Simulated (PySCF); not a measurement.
C₃H₉NO₃Si

```xyz
17

C     2.7610   -0.6766    0.1421
C     2.2822    0.2993   -0.6050
C     0.8278    0.5495   -0.8569
O     0.0161   -0.4123   -0.2446
Si   -1.5498   -0.2290    0.1467
N    -1.7014    1.1803    1.1281
O    -1.9790   -1.6652    0.7968
O    -2.5476    0.0396   -1.1069
H     2.0999   -1.3759    0.6239
H     3.8173   -0.8141    0.2953
H     2.9377    1.0065   -1.0959
H     0.5637    1.5503   -0.4913
H     0.6384    0.5419   -1.9394
H    -2.6196    1.5190    1.3567
H    -1.0758    1.3066    1.9054
H    -1.3242   -2.1540    1.2863
H    -3.1538   -0.6539   -1.3511
```

Geometry: GFN2-xTB.

All numbers below come from B3LYP/def2-SVPD, SCF density, gas phase in PySCF.

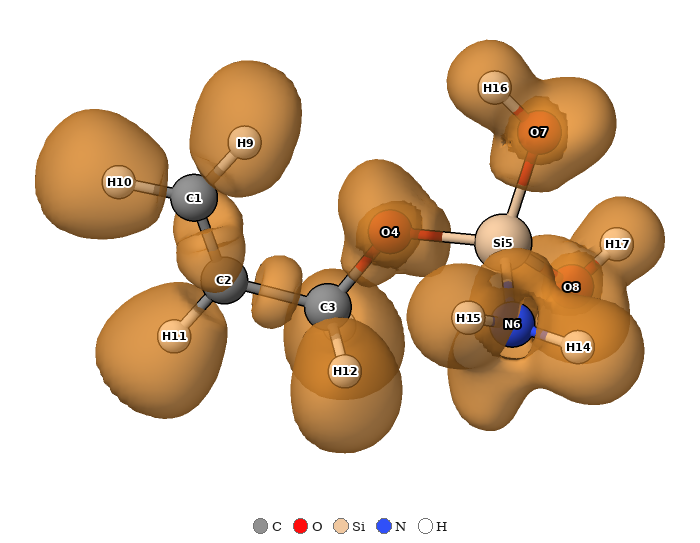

Figure 1. Isosurface of the electron localisation function at 0.75 (orange), seen at a tilt. Only the valence region is drawn (cores and ρ < 0.01 e/Å³ removed).

### Where are the electrons localised?

The surface consists of two regions between bonded C–C atoms (shared pairs), five regions around hydrogen nuclei, one region on O in which the atom's valence shell and bonds are merged, one joined region spread over several atoms (H, N), in which their bonds and any lone pairs are merged and two joined regions spread over several atoms (H, O), in which their bonds and any lone pairs are merged. Profiles from the grid: C–C (1.32 Å): the ELF peaks at about 0.90 between the atoms; a multiple bond. C–O (1.40 Å): the ELF peaks at about 0.90 between the atoms; a polar covalent bond.

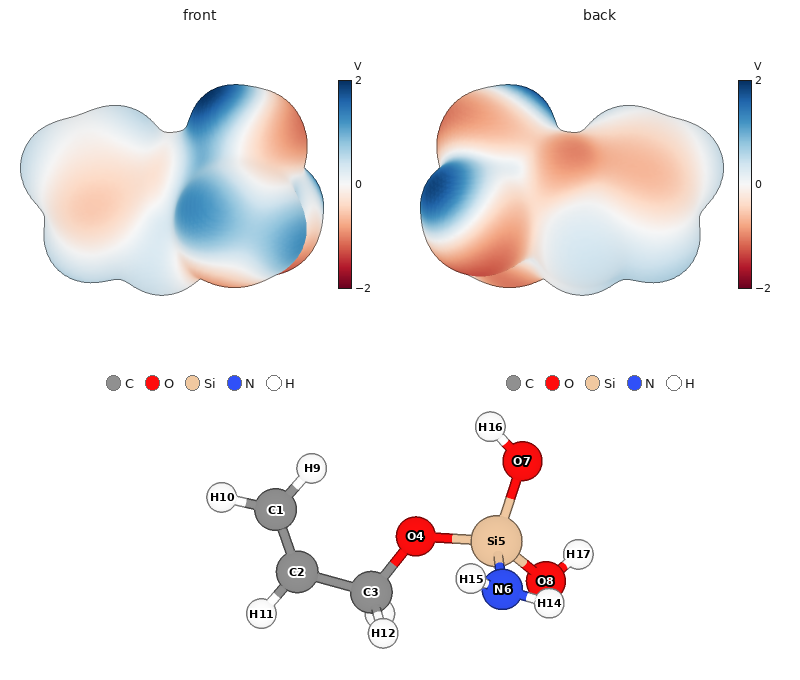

Figure 2. The electrostatic potential painted on the density surface at 0.001 e/bohr³, seen from the front and from behind; the colour scale runs from red (negative) to blue (positive). The bare structure is drawn below in the same view.

### Where is the surface potential most negative and most positive?

The most negative region (about −1.2 V) lies over O8, the most positive (about +1.9 V) over H16 and H17. O8 is the likeliest acceptor of a hydrogen bond.

### How polar is the molecule by this calculation?

Its dipole moment is 1.14 D.

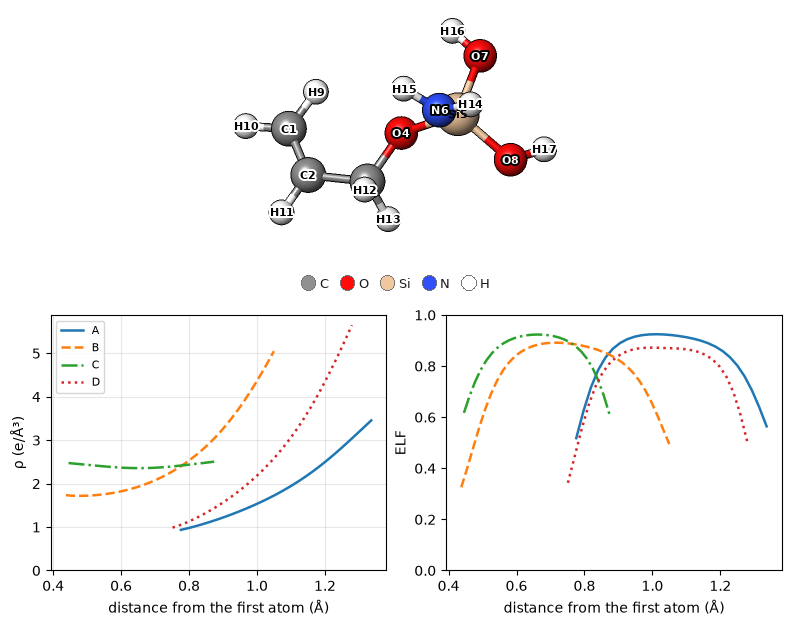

Figure 3. Total electron density and ELF along straight lines between neighbouring atoms. The curves leave out the atomic cores. The structure is drawn too.

### Which curve belongs to which contact (C–C, C–O, Si–N and Si–O)? The first atom named is at distance zero.

Curve A: Si–N (1.72 Å): ρ is about 1.1 e/Å³ halfway; the ELF peaks at about 0.90 between the atoms (a shared but strongly polarised pair). Curve B: C–O (1.40 Å): ρ is about 2.1 e/Å³ halfway, with its minimum of 1.7 e/Å³ about 0.5 Å from C; the ELF peaks at about 0.90 between the atoms, as expected for a shared but strongly polarised pair. Curve C: C–C (1.32 Å): ρ at the midpoint is about 2.4 e/Å³; the ELF peaks at about 0.90 between the atoms (a multiple bond). Curve D: Si–O (1.62 Å): ρ at the midpoint is about 1.2 e/Å³; the ELF peaks at about 0.85 between the atoms (a short, strongly polar bond).
